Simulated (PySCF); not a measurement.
# CH₉ClOSi₃: what the fields show

```tsv
atom	x (Å)	y (Å)	z (Å)
Si	1.8273	-1.1399	0.2448
C	1.4296	0.7127	0.0953
Si	-0.1288	1.0911	-0.9065
Cl	-0.6057	3.0422	-0.7477
O	-1.3743	0.2311	-0.3446
Si	-2.4327	-0.4184	0.7020
H	2.0782	-1.6960	-1.0867
H	3.0357	-1.2848	1.0643
H	0.7207	-1.8546	0.8826
H	1.3250	1.1282	1.0993
H	2.2782	1.2274	-0.3556
H	-0.0546	0.7348	-2.3159
H	-1.7913	-0.4892	2.0150
H	-2.7131	-1.7374	0.1431
H	-3.5986	0.4606	0.7190
```

Geometry: GFN2-xTB.

These are results of PBE0/pcSseg-1, SCF density, gas phase, non-relativistic in PySCF, not measurements.

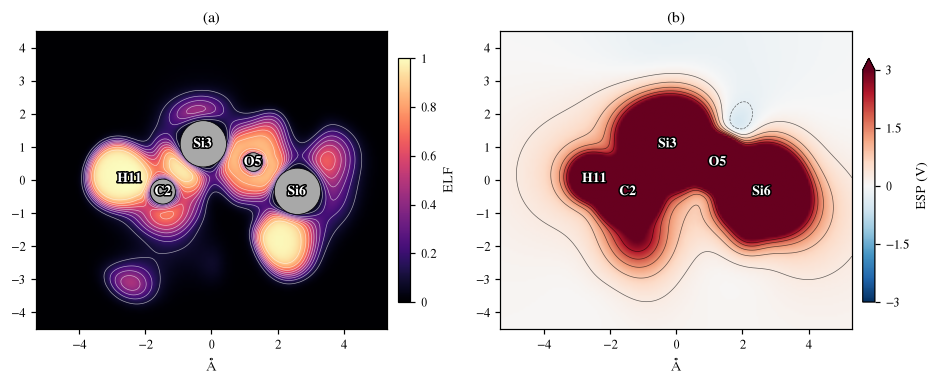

Figure 1. (a) ELF; (b) molecular electrostatic potential on the plane of atoms Si3, C2 and H11. Grey discs cover the atomic cores in the ELF map.

> What does the map show?

- Atoms in the plane: C, Si, O and H.
- Si–O (1.61 Å): the ELF peaks at about 0.85 between the atoms: a polar covalent bond.
- C–Si (1.89 Å): the ELF peaks at about 0.95 between the atoms: a covalent bond.
- C–H (1.09 Å): the ELF climbs to about 1 towards the hydrogen, as it does in any bond to H (a covalent bond by its length).
- Outside the dense part of the molecule the potential is most negative (−0.5 V) near O5.

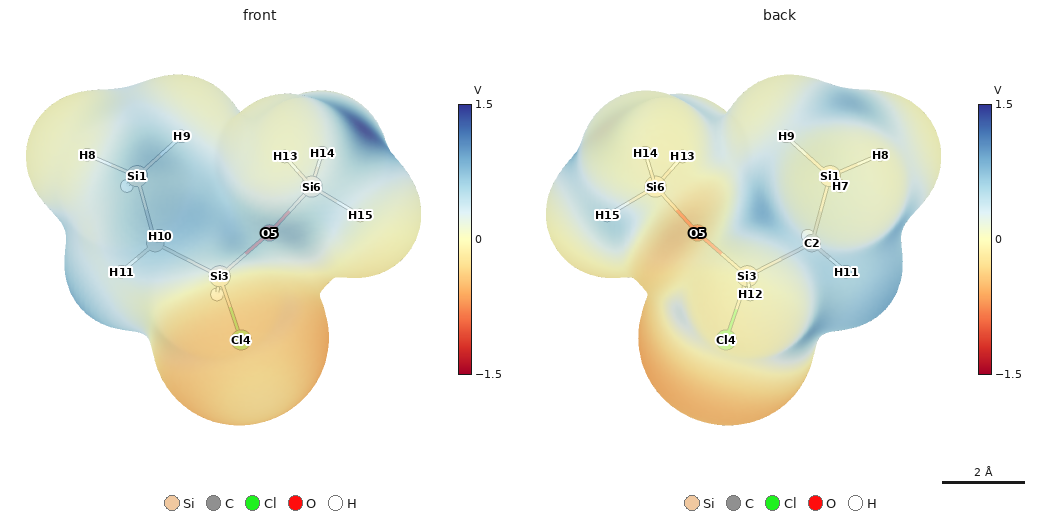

Figure 2. The electrostatic potential painted on the density surface at 0.001 e/bohr³, seen from the front and from behind; the colour scale runs from red (negative) to blue (positive).

> Which sites attract a positive test charge, and which a negative one?

A positive charge is drawn to the negative regions and a negative charge to the positive ones. The most negative region (about −0.6 V) lies over Cl4, the most positive (about +1.2 V) over Si6.

> How polar is the molecule by this calculation?

Its dipole moment is 1.47 D.
